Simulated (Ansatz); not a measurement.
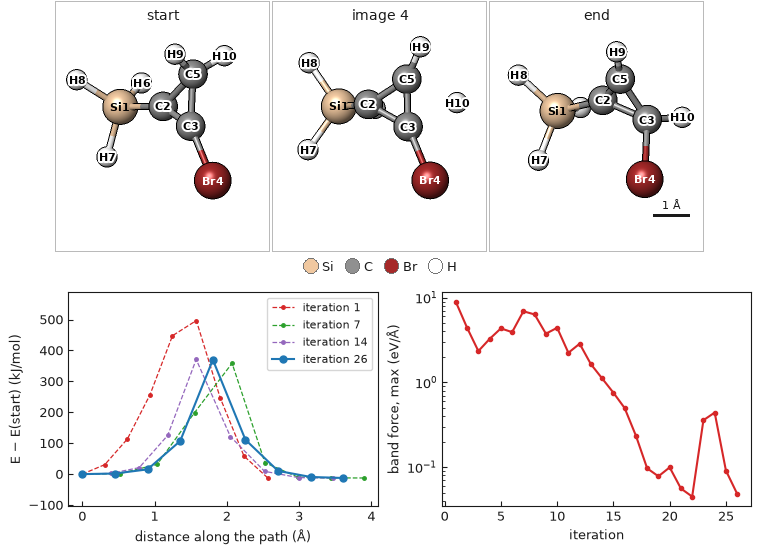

A search for the minimum-energy path of C$_{3}$H$_{5}$BrSi by the nudged elastic band. Images are numbered from 0 (start) to 8 (end). The plot follows the band through its iterations. A ball-and-stick model, seen from a free direction.

Computed with RKS LDA/def2-SVP (Ansatz). Settings: 7 movable images; climbing image; force threshold 0.05 eV/Å; iteration limit 60; starting path through a guess of the saddle point.

> Judge this run.

The result isn't final. The band hadn't converged when the run stopped after 26 iterations. The largest component of the band force went from 8.9 to 0.048 eV/Å. The barrier read from it is provisional, though the highest image hardly moved in the last two iterations. The first iteration put the highest image at 496.6 kJ/mol. Forward barrier 369.8 kJ/mol, backward barrier 382.3 kJ/mol, with image 4 at the top; the reaction energy is −12.5 kJ/mol.

Cost: 2.6 min on 2 threads of Intel(R) Xeon(R) 6975P-C (Granite Rapids), with other jobs on the host, peak memory 0.18 GiB.
